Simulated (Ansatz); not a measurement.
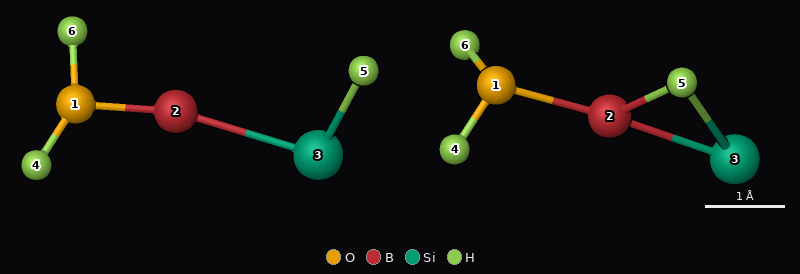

Two geometries of BSiH3O, drawn at one scale. One is the start of a relaxation, the other its converged end. The picture is a ball-and-stick view, seen at a tilt.

Method: RKS PBE-D4/def2-SVP in Ansatz 0.2.0. Set-up: force threshold 0.03 eV/Å; at most 250 steps.

Which of the two is the end point?

The right one is the relaxed one. It is one of the separated reactants of a reaction. The energy falls by 2.099 eV in 14 accepted moves (15 points after the start). Largest force component: 8.5 eV/Å at the start, 0.0055 eV/Å at the end. The line search rejected the trial step at point 10 of the run. H5 moves most after the best rigid fit: 1.06 Å. Largest moves by element: H 1.06 Å, Si 0.45 Å, O 0.45 Å, B 0.44 Å. Near-neighbour distances that change, for instance: B2–H5 2.556 → 1.300 Å, Si3–H5 1.505 → 1.856 Å, O1–B2 1.297 → 1.553 Å, B2–Si3 1.910 → 1.801 Å. Among the angles between lasting bonds that change: H4–O1–H6 146.4° → 107.3°, B2–O1–H6 93.9° → 108.7°, B2–O1–H4 119.7° → 108.6°. Cost: 11 s on 2 threads of AMD EPYC 7B13, on a shared host.
